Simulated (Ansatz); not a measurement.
**Hypothetical P4/nmm BeS: carrier doping**

The parent structure is BeS (space group P4/nmm, No. 129; a = 3.452 Å, c = 5.621 Å; a hypothetical phase, not in the database extracts checked; layered, stacked along the Cartesian z axis).

Carriers are added at fixed cell with a uniform background; the Fermi–Dirac width is that of 300 K.

The values are results of PBEsol (Ansatz, a first-principles code, PAW, spin-orbit coupling left out), not measurements.

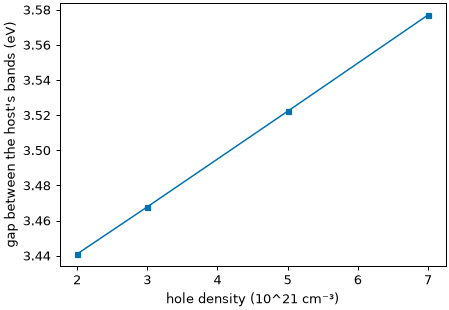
Figure. Gap between the host's bands against hole density

```tsv
hole density (10^21 cm⁻³)	gap between the host's bands
2	3.44 eV
3	3.47 eV
5	3.52 eV
7	3.58 eV
```

Carriers are added with a uniform compensating background; total energy and stress of such cells depend on the potential's zero and are not compared; many-body gap narrowing is missing at this level. Stability against distortions was not tested. The base started in Pnma and relaxed to P4/nmm at this level. No dispersion term is included in the PBEsol runs.
